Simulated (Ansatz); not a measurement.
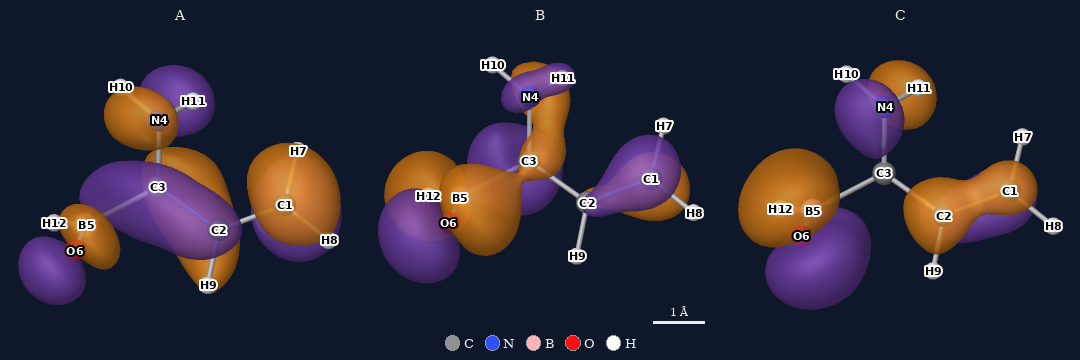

C3H6BNO. Three frontier orbitals at ±0.1 Å⁻³ᐟ² (orange and purple are the two phases), in no order.

The calculation used RKS PBE0/def2-SVP (Ansatz 0.2.0).

```xyz
12

C    -0.8276   -1.6190    0.8035
C    -0.3114   -0.3835    0.8925
C     0.0786    0.4172   -0.2609
N     0.5387   -0.2145   -1.3247
B     0.3050    1.9956   -0.0863
O     1.3253    1.8594    0.6704
H    -0.9805   -2.1203   -0.1574
H    -1.1602   -2.1542    1.6959
H    -0.2199    0.1180    1.8582
H     0.7411    0.2898   -2.1798
H     0.8607   -1.1782   -1.2720
H    -0.2725    2.9346   -0.6056
```

### Which picture is the HOMO−1, the HOMO and the LUMO?

C is the HOMO−1 (−8.36 eV). By Hirshfeld shares it lies mainly on O6 (about 55 %), B5 (about 15 %), N4 (about 10 %) and C2 (about 5 %). B is the HOMO (−6.23 eV). By Hirshfeld shares it lies mainly on O6 (about 50 %), C3 (about 15 %), B5 (about 10 %), H12 (about 10 %) and C1 (about 10 %). A is the LUMO (−1.72 eV). By Hirshfeld shares it lies mainly on C3 (about 25 %), C1 (about 20 %), O6 (about 15 %), C2 (about 15 %) and N4 (about 10 %).

### What is the HOMO–LUMO gap?

4.51 eV between the orbital energies.
